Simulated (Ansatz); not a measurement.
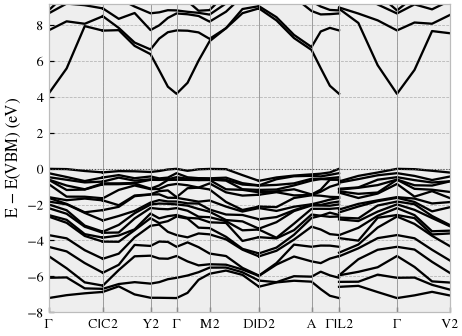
Figure: Band structure from HSE06 in the plane-wave PAW code Ansatz

**Question.** Read off the gap and where the band edges lie.

**Answer.** About 4.2 eV (4.17 eV among the points solved); maximum on the M2–D line, 19 % of the way from M2, minimum at Γ.

The material is Ga2O3 in space group C2/m (No. 12; Pearson symbol mS20).

The cell was relaxed with HSE06 under the symmetry of its start. The hybrid was solved on a coarse mesh, the path and, where they were found, the r²SCAN edge points; its band edges are the extreme levels among these. Scalar-relativistic: spin–orbit coupling is off unless named, which matters more the heavier the elements.

Potentials: the later of the program's two PAW sets.
